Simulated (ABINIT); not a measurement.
**A GW chain in ABINIT: Cs2AgSbBr6 (Fm-3m)**

How does a plane-wave GW calculation on Cs2AgSbBr6 (Fm-3m) run from the first input to the gap?

Program: ABINIT 10.8.3. Level of theory: PBEsol and many-body steps on it, plane waves. Results are calculated unless marked as measured.

**The experiments to reproduce.**

- Gap 2.18 eV: indirect optical gap from Tauc plot; photothermal deflection spectroscopy; film (solution-processed film on quartz, about 200 nm thick) (“Bandgap Lowering in Mixed Alloys of Cs2Ag(SbxBi1-x)Br6 Double Perovskite Thin Films”, 2020, arxiv:2007.00388).

Most raw output is cut from this account.

**1. The structure**

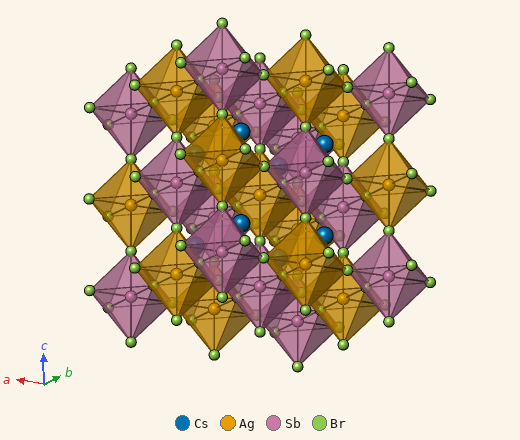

The cell as given, from a free direction (caesium blue, silver orange, antimony pink, bromine green). This picture shows the conventional cell, with its axes. Some periodic images of atoms are drawn too.

Coordinates:

```cif
data_structure
_symmetry_space_group_name_H-M 'Fm-3m'
_symmetry_Int_Tables_number 225
_cell_length_a 11.3785
_cell_length_b 11.3785
_cell_length_c 11.3785
_cell_angle_alpha 90.000
_cell_angle_beta 90.000
_cell_angle_gamma 90.000
_cell_volume 1473.18
loop_
_atom_site_label
_atom_site_type_symbol
_atom_site_symmetry_multiplicity
_atom_site_Wyckoff_symbol
_atom_site_fract_x
_atom_site_fract_y
_atom_site_fract_z
_atom_site_occupancy
Cs1 Cs 8 c 0.25000 0.25000 0.75000 1
Ag1 Ag 4 b 0.50000 0.00000 0.00000 1
Sb1 Sb 4 a 0.00000 0.00000 0.00000 1
Br1 Br 24 e 0.24845 0.00000 0.00000 1
```

The cell and positions are those that the Materials Project relaxed with its own functionals (PBE, PBE+U or r2SCAN), kept fixed. Spin-orbit coupling is left out unless a step names it.

**2. Ground state**

This step: ABINIT 10.8.3; DFT, PBEsol, plane waves, norm-conserving pseudopotentials.

The ground-state density comes first.

Contents of run.abi:

```
acell 3*1.0 Angstrom
rprim 
  0.000000000000 5.689253000000 5.689253000000
  5.689253000000 0.000000000000 5.689253000000
  5.689253000000 5.689253000000 0.000000000000
ntypat 4
znucl 55 47 51 35
natom 10
typat 1 1 2 3 4 4 4 4 4 4
xred 
  0.750000000000 0.750000000000 0.750000000000
  0.250000000000 0.250000000000 0.250000000000
  0.500000000000 0.500000000000 0.500000000000
  0.000000000000 0.000000000000 0.000000000000
  0.751554000000 0.248446000000 0.248446000000
  0.248446000000 0.248446000000 0.751554000000
  0.248446000000 0.751554000000 0.751554000000
  0.248446000000 0.751554000000 0.248446000000
  0.751554000000 0.248446000000 0.751554000000
  0.751554000000 0.751554000000 0.248446000000
pp_dirpath "pseudos"
pseudos "Cs.upf, Ag.upf, Sb.upf, Br.upf"
ecut 40
ngkpt 4 4 4
nshiftk 1
shiftk 0 0 0
kptopt 1
chksymbreak 0
nband 90
occopt 1
tolvrs 1e-08
nstep 60
prtwf 0
optforces 0
optstress 0
indata_prefix "in"
outdata_prefix "out"
tmpdata_prefix "tmp"
```

Command:

```sh
OMP_NUM_THREADS=1 mpirun -n 8 abinit run.abi > log
```

The job ended after 6.7 min (8 MPI ranks of Arm Neoverse V1, shared host; peak memory 2.7 GiB).

This step gave:

* total energy: -34463.0423 eV
* gap: 0.8123 eV
* k of the valence top: 0.5, 0.5, 0
* k of the conduction bottom: 0.5, 0, 0
* least direct gap: 1.965 eV

The gap is indirect, with the least direct gap 1.15 eV higher.

**3. Bands along the symmetry lines**

The cheap functional maps the bands first; the places of the edges decide which points the dearer methods must see.

Changes to run.abi since step 2:

```diff
@@ -23,14 +23,34 @@
 ecut 40
-ngkpt 4 4 4
-nshiftk 1
-shiftk 0 0 0
-kptopt 1
-chksymbreak 0
-nband 90
-occopt 1
-tolvrs 1e-08
-nstep 60
+iscf -2
+irdden 1
+kptopt 0
+nkpt 20
+kpt 
+  0.00000000 0.00000000 0.00000000
+  0.16666667 0.00000000 0.16666667
+  0.33333333 0.00000000 0.33333333
+  0.50000000 0.00000000 0.50000000
+  0.54166667 0.08333333 0.54166667
+  0.58333333 0.16666667 0.58333333
+  0.62500000 0.25000000 0.62500000
+  0.37500000 0.37500000 0.75000000
+  0.25000000 0.25000000 0.50000000
+  0.12500000 0.12500000 0.25000000
+  0.00000000 0.00000000 0.00000000
+  0.16666667 0.16666667 0.16666667
+  0.33333333 0.33333333 0.33333333
+  0.50000000 0.50000000 0.50000000
+  0.50000000 0.41666667 0.58333333
+  0.50000000 0.33333333 0.66666667
+  0.50000000 0.25000000 0.75000000
+  0.50000000 0.16666667 0.66666667
+  0.50000000 0.08333333 0.58333333
+  0.50000000 0.00000000 0.50000000
+istwfk *1
+nband 88
+nbdbuf 2
+tolwfr 1e-08
+nstep 40
 prtwf 0
-optforces 0
-optstress 0
+prtvol 0
 indata_prefix "in"
```

The job ended after 8.8 min (8 MPI ranks; peak memory 2 GiB; 71 min of CPU time).

Numbers from this step:

| Property | Result |
| --- | --- |
| gap | 0.8123 eV |
| k of the valence top | 0.5, 0, 0.5 |
| k of the conduction bottom | 0.5, 0.5, 0.5 |
| least direct gap | 1.842 eV |

The gap is 0.812 eV, as in the run before at this level.

The electronic bands at the labelled points (eV, zero at the top of the highest filled band):

| point | band 78 | band 79 | band 80 | band 81 | band 82 | band 83 | band 84 | band 85 |
| --- | --- | --- | --- | --- | --- | --- | --- | --- |
| Γ | -1.25 | -1.25 | -0.96 | -0.96 | 1.89 | 1.89 | 1.89 | 3.39 |
| X | -1.60 | -1.26 | -0.96 | 0.00 | 2.31 | 2.31 | 2.63 | 3.79 |
| U | -1.57 | -1.44 | -1.21 | -0.19 | 1.83 | 2.55 | 2.77 | 4.51 |
| jump to K | -1.57 | -1.44 | -1.21 | -0.19 | 1.83 | 2.55 | 2.77 | 4.51 |
| Γ | -1.25 | -1.25 | -0.96 | -0.96 | 1.89 | 1.89 | 1.89 | 3.39 |
| L | -1.52 | -1.36 | -1.36 | -1.17 | 0.81 | 3.14 | 3.14 | 4.70 |
| W | -1.49 | -1.49 | -1.44 | -0.10 | 2.11 | 2.49 | 2.49 | 4.67 |
| X | -1.60 | -1.26 | -0.96 | 0.00 | 2.31 | 2.31 | 2.63 | 3.79 |

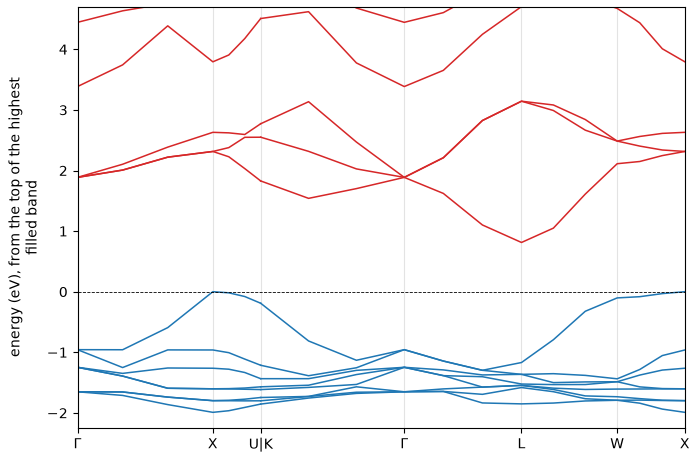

Electronic bands along the path; lines of filled and empty bands in two colours.

**4. Empty states on the mesh, 2×2×2 mesh, 362 bands**

The sums over transitions need many empty states on a uniform mesh; this step solves for them.

Contents of run.abi:

```
acell 3*1.0 Angstrom
rprim 
  0.000000000000 5.689253000000 5.689253000000
  5.689253000000 0.000000000000 5.689253000000
  5.689253000000 5.689253000000 0.000000000000
ntypat 4
znucl 55 47 51 35
natom 10
typat 1 1 2 3 4 4 4 4 4 4
xred 
  0.750000000000 0.750000000000 0.750000000000
  0.250000000000 0.250000000000 0.250000000000
  0.500000000000 0.500000000000 0.500000000000
  0.000000000000 0.000000000000 0.000000000000
  0.751554000000 0.248446000000 0.248446000000
  0.248446000000 0.248446000000 0.751554000000
  0.248446000000 0.751554000000 0.751554000000
  0.248446000000 0.751554000000 0.248446000000
  0.751554000000 0.248446000000 0.751554000000
  0.751554000000 0.751554000000 0.248446000000
pp_dirpath "pseudos"
pseudos "Cs.upf, Ag.upf, Sb.upf, Br.upf"
ecut 40
ngkpt 2 2 2
nshiftk 1
shiftk 0 0 0
kptopt 1
chksymbreak 0
iscf -2
irdden 1
istwfk *1
nband 362
nbdbuf 32
tolwfr 1e-09
nstep 60
prtvol 0
indata_prefix "in"
outdata_prefix "out"
tmpdata_prefix "tmp"
```

Command:

```sh
OMP_NUM_THREADS=2 mpirun -n 3 abinit run.abi > log
```

It took 12 min on 3 MPI ranks; peak memory 1.3 GiB; 57 min of CPU time.

Numbers from this step:

| Property | Result |
| --- | --- |
| gap | 0.8123 eV |
| k of the valence top | 0.5, 0.5, 0 |
| k of the conduction bottom | 0.5, 0, 0 |
| least direct gap | 1.981 eV |
| k points computed | 3 |
| lowest point of the top converged band, above the valence top | 38.86 eV |

On this mesh the gap is 0.812 eV.

**5. Screening, 2×2×2 mesh, 330 bands, screening to 176.9 eV**

The RPA dielectric matrix is built and inverted for each q.

This step: RPA screening on PBEsol, plane waves, norm-conserving pseudopotentials.

Changes to run.abi since step 4:

```diff
@@ -28,10 +28,11 @@
 chksymbreak 0
-iscf -2
-irdden 1
 istwfk *1
-nband 362
-nbdbuf 32
-tolwfr 1e-09
-nstep 60
-prtvol 0
+occopt 1
+irdwfk 1
+optdriver 3
+nband 330
+ecuteps 6.5
+inclvkb 2
+awtr 1
+symchi 1
 indata_prefix "in"
```

Command:

```sh
OMP_NUM_THREADS=1 mpirun -n 8 abinit run.abi > log
```

The job ended after 15 min (8 MPI ranks; peak memory 19 GiB).

This step gave:

| Item | Value |
| --- | --- |
| ε∞ with local fields, on this mesh, along the program's q direction | 6.603 |
| the same without local fields | 7.815 |
| plasma frequency | 24.63 eV |
| plane waves in the screening matrix | 1989 |

Local fields lower ε∞ by 16 %. On a Γ-centred mesh this coarse the value itself is usually too large, while a short band sum pulls it down.

**6. Self-energy, 2×2×2 mesh, 330 bands, screening to 176.9 eV**

The self-energy is evaluated for the states that the input lists, and the levels follow from it, in one-shot runs by the linearised quasiparticle equation.

This step: G0W0 on PBEsol, plane waves, norm-conserving pseudopotentials.

Changes to run.abi since step 5:

```diff
@@ -31,8 +31,19 @@
 irdwfk 1
-optdriver 3
+optdriver 4
 nband 330
+gwcalctyp 0
+ecutsigx 40
+symsigma 1
+nkptgw 3
+kptgw 
+  0.5000000000 0.5000000000 0.0000000000
+  0.5000000000 0.0000000000 0.0000000000
+  0.0000000000 0.0000000000 0.0000000000
+bdgw 
+  80 83
+  79 84
+  80 84
 ecuteps 6.5
-inclvkb 2
-awtr 1
-symchi 1
+irdscr 1
+ppmodel 1
 indata_prefix "in"
@@ -40 +51,2 @@
 tmpdata_prefix "tmp"
+gwmem 10
```

Elapsed: 7.4 min, on 8 MPI ranks; peak memory 10 GiB.

This step gave:

- G0W0 gap on the points computed: 2.294 eV
- starting gap on the mesh: 0.8123 eV
- k of the valence top: 0.5, 0.5, 0
- k of the conduction bottom: 0.5, 0, 0
- Z at the valence top: 0.789
- Z at the conduction bottom: 0.807
- least direct G0W0 gap on the computed points: 3.579 eV

The gap on the mesh goes from 0.81 eV to 2.29 eV, a correction of +1.48 eV.

Limits: finite bands, cutoff and mesh; d shell near the gap, gap tends to lie low; no spin-orbit coupling; coarse k mesh. v1 is the top filled band, c1 the lowest empty one. Levels before and after the correction, in eV, zero at the valence-band top of each column:

|  | conduction bottom | valence top |
| --- | --- | --- |
| Kohn-Sham | 0.81 | 0.00 |
| G0W0 | 2.29 | 0.00 |

|  | level | energy (eV) |
| --- | --- | --- |
| Kohn-Sham | (0.5 0.5 0) v2 | -0.962 |
| Kohn-Sham | (0.5 0.5 0) v1 | 0.000 |
| Kohn-Sham | (0.5 0.5 0) c1-c2 | 2.314 |
| Kohn-Sham | (0.5 0 0) v3-v2 | -1.364 |
| Kohn-Sham | (0.5 0 0) v1 | -1.169 |
| Kohn-Sham | (0.5 0 0) c1 | 0.812 |
| Kohn-Sham | (0.5 0 0) c2-c3 | 3.144 |
| G0W0 | (0.5 0.5 0) v2 | -1.070 |
| G0W0 | (0.5 0.5 0) v1 | 0.000 |
| G0W0 | (0.5 0.5 0) c1-c2 | 3.649 |
| G0W0 | (0.5 0 0) v3-v2 | -1.837 |
| G0W0 | (0.5 0 0) v1 | -1.285 |
| G0W0 | (0.5 0 0) c1 | 2.294 |
| G0W0 | (0.5 0 0) c2-c3 | 4.378 |

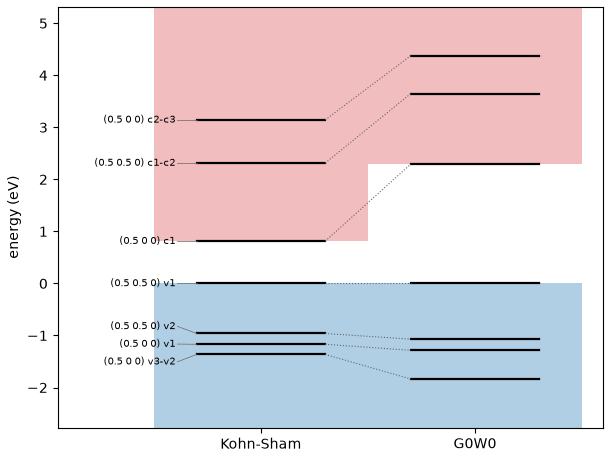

Levels before and after the correction. Shaded: valence and conduction bands.

**7. Where the time went**

Times are wall times on the hardware named with each run, good to a factor of about two.

```
                          step     time  share  memory (GiB)
                  ground state  6.7 min   13 %           2.7
bands along the symmetry lines  8.8 min   18 %           2.0
      empty states on the mesh   12 min   24 %           1.3
                     screening   15 min   30 %            19
                   self-energy  7.4 min   15 %            10
```

**8. What came out**

```
PBEsol gap           : 0.81 eV, indirect
G0W0 gap on the mesh : 2.29 eV
GW settings          : 2×2×2 mesh, 330 bands, screening to 176.9 eV, Godby-Needs plasmon pole
known limits         : not at the basis limit; d shell near the gap, gap tends to lie low; no spin-orbit coupling; coarse k mesh
```

**Reading.** G0W0 moves the gap on the mesh from 0.81 eV to 2.29 eV (+1.48 eV), with Z of 0.79 and 0.81 at the edges. Local fields lower the RPA ε∞ on this mesh from 7.81 to 6.60; a Γ-centred mesh this coarse tends to raise both, most where the direct gap is narrow, while a short band sum lowers them. Against experiment, by G0W0@PBEsol: the gap of 2.29 eV lies +0.11 eV from the measured 2.18 eV (indirect, 2020). The calculation has static nuclei and no excitons; a measured gap holds zero-point and thermal motion, which mostly lowers it. Bands and cutoff are finite, so the gap is not at the basis limit. The miss can reach some tenths of an eV and take either sign; the mesh is an error of its own. The 2×2×2 mesh is coarse for this cell, which bears on the long-range parts of exchange and screening. A d shell, filled or nearly so, lies near the gap. One-shot GW converges very slowly in bands there, not always from below, and on a semilocal start the gap tends to come out low; starts rich in exact exchange can overshoot instead. The many-body steps are scalar-relativistic: spin-orbit coupling is not in them.

[Paths, hosts, dates, memory and timing lines, banners, echoed tables and standing remarks are left out of the program output.]

[Logs are printed without paths, hosts, clocks, repeated set-up lines and the standing remarks that a program may print on its own settings, such as how far it seeks lower states.]

[Runs of the session that timed out or met a known fault of the program may be left out.]

[Hosts, paths, dates, database ids (printed as entryN), source tags and the programs' standing remarks are cut or masked in the printed files.]

[G0W0 gaps are taken among the corrected bands and points alone; a level outside them can change the order at an edge.]

[Where Ansatz stands beside ABINIT at settings called matched, ABINIT's density can come from a denser mesh and the files from another edition; pairs whose starting gaps differed by over 0.03 eV were left out, so agreement reads better than it is.]
